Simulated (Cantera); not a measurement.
Input: 1 mol BN, 0.3 mol O2, at 0.0140 bar.

Method: chemical equilibrium by Gibbs-energy minimisation in Cantera with the NASA 1993 tables (ideal gas, pure condensed phases). Candidate condensed phases: B, BN, B2O3; 17 gas species. Mutual solubility and eutectic melting of coexisting phases are not modelled. Rates play no part.

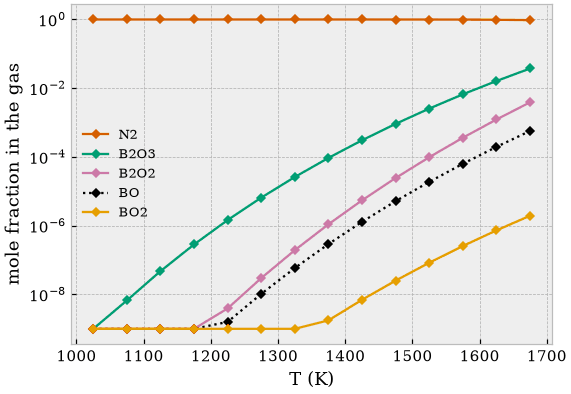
Figure: Equilibrium gas composition (values under 1e-9 drawn at 1e-9)

From 1025 K to 1675 K the condensed part is BN(s) + B2O3(l).
